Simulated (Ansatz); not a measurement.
# doublet GaH2OF+: levels of theory compared

Wanted: a comparison of 6 runs (UHF/STO-3G, UB3LYP/6-31G*, U-wB97M-V/cc-pVDZ, UB3LYP/cc-pVDZ, RPA@PBE/cc-pVDZ, RPA@PBE0/cc-pVDZ) of doublet GaH2OF+. 

The results are computed with Ansatz 0.2.0.

61 further runs of the same task are left out: 61 set aside as unsound or not needed.

**1. The molecule**

The species is GaH2OF+ (5 atoms), meant as a doublet with charge +1. SMILES of the parent species: `[OH][GaH][F]`. Geometry: relaxed at PBE0-D4/def2-TZVP. This is one conformer, not always the lowest. That shape belongs to the parent species and isn't relaxed for this state.

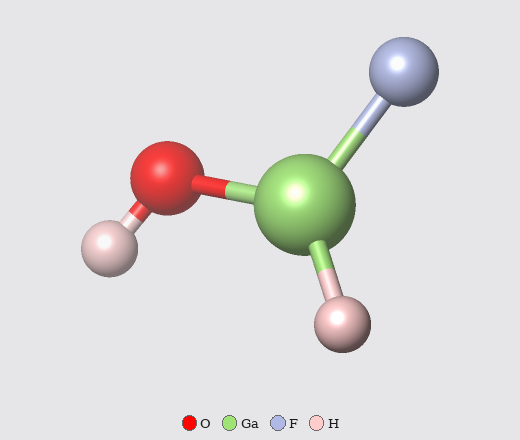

The structure, seen from a chosen angle (oxygen red, gallium green, fluorine light blue, hydrogen pink).

**2. A single-point energy at UHF/STO-3G (run 1)**

in.yaml

```yaml
crystal:
  periodic: [false, false, false]
  atoms:
    - {symbol: O, position_ang: [-1.130400, -0.588700, -0.283800]}
    - {symbol: Ga, position_ang: [0.383700, 0.280500, 0.015600]}
    - {symbol: F, position_ang: [0.438300, 1.777800, -0.881200]}
    - {symbol: H, position_ang: [-1.210600, -1.420700, 0.187200]}
    - {symbol: H, position_ang: [1.569000, -0.122600, 0.920900]}
basis:
  gaussian: {orbitals: STO-3G}
total_charge: 1
magnetization: {spin_polarized: true, initial_magnetization: 1}
hamiltonian: {xc: hf}
accuracy: high
output: {orbitals: {seedname: orbitals}}
```

Launch:

```
$ ansatz run in.yaml --threads 1 --pin off --max-ram 3480MiB --events-out events.jsonl --progress --plain --runs-dir runs
```

The program printed:

```text
Warning: RAYON_NUM_THREADS=1 ignored (pool sized by the plan → 1); use --threads N
Functional definition: HF
  name "HF"
  exchange = exact_x
  correlation = 0
482 factors; integrals over basis functions are off by at most 3.2e-9 eV
mean field evaluation 1: about -56419.4456 eV, gradient 3.7e1 eV
mean field evaluation 2: about -56419.5059 eV, gradient 3.7e1 eV
mean field evaluation 4: about -56430.1825 eV, gradient 4.4e0 eV
mean field evaluation 8: about -56430.5727 eV, gradient 2.1e-1 eV
mean field evaluation 16: about -56430.5839 eV, gradient 7.7e-7 eV
mean field evaluation 32: about -56430.5577 eV, gradient 4.7e-1 eV
mean field evaluation 64: about -56430.3345 eV, gradient 7.0e-1 eV
mean field evaluation 96: about -56427.4379 eV, gradient 3.0e0 eV
mean field evaluation 128: about -56430.3126 eV, gradient 3.9e0 eV
mean field evaluation 160: about -56425.2307 eV, gradient 5.7e0 eV
mean field evaluation 192: about -56430.4325 eV, gradient 4.6e-1 eV
mean field -56430.58385780 eV, -2073.7857067507 hartree, gradient 2.2e-8 eV, S^2 0.750511; 3 other end points of the search recorded, 0 dependent functions left out
reference -56430.58385780 eV, -2073.7857067507 hartree; 25, 24 occupied and 5, 6 virtual orbitals, 482 factors
Total energy: -56430.58385780 eV, -2073.7857067507 hartree
```

Wall time 0.74 s (1 thread of Intel Xeon 6975P-C (Granite Rapids), shared host).

**3. A single-point energy at UB3LYP/6-31G(d) (spherical functions) (run 2)**

molecule.yaml

```yaml
crystal:
  periodic: [false, false, false]
  atoms:
    - {symbol: O, position_ang: [-1.130400, -0.588700, -0.283800]}
    - {symbol: Ga, position_ang: [0.383700, 0.280500, 0.015600]}
    - {symbol: F, position_ang: [0.438300, 1.777800, -0.881200]}
    - {symbol: H, position_ang: [-1.210600, -1.420700, 0.187200]}
    - {symbol: H, position_ang: [1.569000, -0.122600, 0.920900]}
basis:
  gaussian: {orbitals: 6-31G_st_-spherical.json}
total_charge: 1
magnetization: {spin_polarized: true, initial_magnetization: 1}
hamiltonian: {xc: {name: B3LYP}}
accuracy: high
output: {orbitals: {seedname: orbitals}}
```

The basis set 6-31G* is read from a file made from the Basis Set Exchange's data (not shown).

Launch:

```
$ ansatz run molecule.yaml --threads 1 --pin off --max-ram 3480MiB --events-out events.jsonl --progress --plain --runs-dir runs
```

The program printed:

```text
Warning: RAYON_NUM_THREADS=1 ignored (pool sized by the plan → 1); use --threads N
Functional definition: B3LYP
  name "B3LYP"
  parameter a0 = 0.2
  parameter ax = 0.72
  parameter ac = 0.81
  exchange = (1 - a0 - ax)*slater_x + ax*b88_x + a0*exact_x
  correlation = (1 - ac)*vwn_rpa_c + ac*lyp_c
1309 factors; integrals over basis functions are off by at most 3.6e-9 eV
mean field evaluation 1: about -57132.6087 eV, gradient 8.0e1 eV
mean field evaluation 2: about -56934.0085 eV, gradient 2.0e2 eV
mean field evaluation 4: about -57154.9296 eV, gradient 2.5e1 eV
mean field evaluation 8: about -57157.6675 eV, gradient 8.7e-1 eV
mean field evaluation 16: about -57157.7322 eV, gradient 3.3e-3 eV
mean field evaluation 32: about -57157.7437 eV, gradient 1.9e-4 eV
mean field -57157.74368451 eV, -2100.5083374957 hartree, gradient 1.5e-8 eV, S^2 0.764283; 4 other end points of the search recorded, 0 dependent functions left out
reference -57157.74372323 eV, -2100.5083389184 hartree; 25, 24 occupied and 39, 40 virtual orbitals, 1309 factors
Total energy: -57157.74372323 eV, -2100.5083389184 hartree
```

It took 12 s on 1 thread of Intel Xeon 6975P-C (Granite Rapids), shared host; peak memory 0.29 GiB.

Run 3 isn't shown in full; the table further down has it.

**4. The energy at UB3LYP/cc-pVDZ (run 4)**

input.yaml

```yaml
basis:
  gaussian: {orbitals: cc-pVDZ}
crystal:
  periodic: [false, false, false]
  atoms:
    - {symbol: O, position_ang: [-1.130400, -0.588700, -0.283800]}
    - {symbol: Ga, position_ang: [0.383700, 0.280500, 0.015600]}
    - {symbol: F, position_ang: [0.438300, 1.777800, -0.881200]}
    - {symbol: H, position_ang: [-1.210600, -1.420700, 0.187200]}
    - {symbol: H, position_ang: [1.569000, -0.122600, 0.920900]}
total_charge: 1
magnetization: {spin_polarized: true, initial_magnetization: 1}
hamiltonian: {xc: {name: B3LYP}}
accuracy: high
output: {orbitals: {seedname: orbitals}}
```

Launch:

```
$ ansatz run input.yaml --threads 1 --pin off --max-ram 3480MiB --events-out events.jsonl --progress --plain --runs-dir runs
```

The program printed (excerpt; [...] marks lines left out):

```text
Warning: RAYON_NUM_THREADS=1 ignored (pool sized by the plan → 1); use --threads N
[... 7 set-up lines as earlier in the session ...]
1378 factors; integrals over basis functions are off by at most 4.4e-9 eV
mean field evaluation 1: about -57140.4092 eV, gradient 7.9e1 eV
mean field evaluation 2: about -56938.8443 eV, gradient 2.0e2 eV
mean field evaluation 4: about -57162.4529 eV, gradient 2.4e1 eV
mean field evaluation 8: about -57164.9622 eV, gradient 8.2e-1 eV
mean field evaluation 16: about -57165.0154 eV, gradient 9.0e-4 eV
mean field evaluation 32: about -57165.0199 eV, gradient 6.6e-3 eV
mean field -57165.01986225 eV, -2100.7757320956 hartree, gradient 3.1e-8 eV, S^2 0.765124; 4 other end points of the search recorded, 0 dependent functions left out
reference -57165.01989729 eV, -2100.7757333834 hartree; 25, 24 occupied and 40, 41 virtual orbitals, 1378 factors
Total energy: -57165.01989729 eV, -2100.7757333834 hartree
```

It took 12 s on 1 thread of Intel Xeon 6975P-C (Granite Rapids), shared host; peak memory 0.29 GiB.

Run 5 isn't shown in full; the table further down has it.

**5. A single-point energy at RPA@PBE0/cc-pVDZ (run 6)**

run.yaml

```yaml
crystal:
  periodic: [false, false, false]
  atoms:
    - {symbol: O, position_ang: [-1.130400, -0.588700, -0.283800]}
    - {symbol: Ga, position_ang: [0.383700, 0.280500, 0.015600]}
    - {symbol: F, position_ang: [0.438300, 1.777800, -0.881200]}
    - {symbol: H, position_ang: [-1.210600, -1.420700, 0.187200]}
    - {symbol: H, position_ang: [1.569000, -0.122600, 0.920900]}
basis:
  gaussian:
    orbitals: cc-pVDZ
total_charge: 1
magnetization:
  spin_polarized: true
  initial_magnetization: 1
hamiltonian:
  xc: {name: PBE0}
correlation:
  method: rpa
  frozen_orbitals: {F: 1, Ga: 9, H: 0, O: 1}
accuracy: high
```

Launch:

```
$ ansatz run run.yaml --threads 1 --pin off --max-ram 3480MiB --events-out events.jsonl --progress --plain --runs-dir runs
```

The program printed (excerpt; [...] marks lines left out):

```text
Warning: RAYON_NUM_THREADS=1 ignored (pool sized by the plan → 1); use --threads N
Functional definition: PBE0
  name "PBE0"
[...]
1378 factors; integrals over basis functions are off by at most 4.4e-9 eV
[...]
mean field -57151.95054142 eV, -2100.2954434138 hartree, gradient 2.7e-8 eV, S^2 0.767794; 4 other end points of the search recorded, 0 dependent functions left out
11 core orbitals not correlated: weight in the atoms' cores, before any rotation towards them, 1.000 or more for the frozen orbitals, at most 0.000 for the correlated occupied ones
reference -57097.45466319 eV, -2098.2927568274 hartree; 14, 13 occupied and 40, 41 virtual orbitals, 1378 factors
Total energy: -57115.34113204 eV, -2098.9500724339 hartree
```

Wall time 16 s (1 thread of Intel Xeon 6975P-C (Granite Rapids), shared host); peak memory 0.36 GiB.

**6. All runs side by side**

```tsv
run	level	frozen core orbitals	energy (Eh)	HOMO energy (eV)	LUMO energy (eV)	⟨S²⟩	wall time
1	UHF/STO-3G	–	-2073.785707	-18.29	-4.23	0.751	0.74 s
2	UB3LYP/6-31G* (spherical functions)	–	-2100.508339	-16.41	-14.49	0.764	12 s
3	U-wB97M-V/cc-pVDZ	–	-2100.563678	-18.76	-12.39	0.766	78 s
4	UB3LYP/cc-pVDZ	–	-2100.775733	-16.46	-14.45	0.765	12 s
5	RPA@PBE/cc-pVDZ	11	-2099.011269	–	–	0.756	11 s
6	RPA@PBE0/cc-pVDZ	11	-2098.950072	–	–	0.768	16 s
```

**7. Results**

```
                                quantity           value
                     run 6: total energy  -2098.95007 Eh
 run 6: RPA correlation energy (valence)      -657.3 mEh
run 6: ⟨S²⟩ of the reference determinant           0.768
```

In words: Totals of different functionals can't be ranked against each other. In run 1 the basis is minimal, so the values are rough. All runs together took 2.2 min, the longest 78 s.
